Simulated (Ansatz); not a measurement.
```json
{"atom": "Si", "x (Å)": "0.3969", "y (Å)": "-0.1826", "z (Å)": "-0.3090"}
{"atom": "O", "x (Å)": "-0.0133", "y (Å)": "-0.0421", "z (Å)": "2.4764"}
{"atom": "Si", "x (Å)": "-1.5204", "y (Å)": "-0.5688", "z (Å)": "3.0499"}
{"atom": "H", "x (Å)": "-1.9688", "y (Å)": "-1.8307", "z (Å)": "2.3575"}
{"atom": "H", "x (Å)": "-1.4739", "y (Å)": "-0.8213", "z (Å)": "4.5342"}
{"atom": "H", "x (Å)": "-2.4718", "y (Å)": "0.5496", "z (Å)": "2.7478"}
{"atom": "F", "x (Å)": "0.6028", "y (Å)": "-0.1774", "z (Å)": "-1.9327"}
{"atom": "H", "x (Å)": "1.0379", "y (Å)": "1.0556", "z (Å)": "0.2163"}
{"atom": "H", "x (Å)": "-1.0657", "y (Å)": "-0.3647", "z (Å)": "-0.0722"}
{"atom": "Br", "x (Å)": "1.5163", "y (Å)": "-1.9954", "z (Å)": "0.4353"}
{"atom": "H", "x (Å)": "0.7125", "y (Å)": "-0.6876", "z (Å)": "2.5952"}
```

Computed with RKS PBE-D4/def2-SVP (Ansatz 0.2.0).

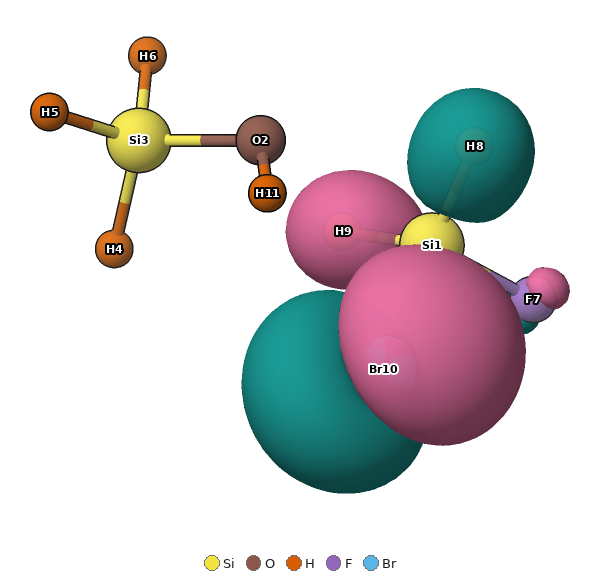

BrFH₂Si···H₄OSi. The HOMO−1 at ±0.1 Å⁻³ᐟ² (teal and pink are the two phases), seen at an oblique angle.

Question: Describe this orbital and give its energy.

Answer: By Hirshfeld shares it lies mainly on Br10 (about 80 %); largely a lone pair of Br10. Its energy is −7.25 eV.
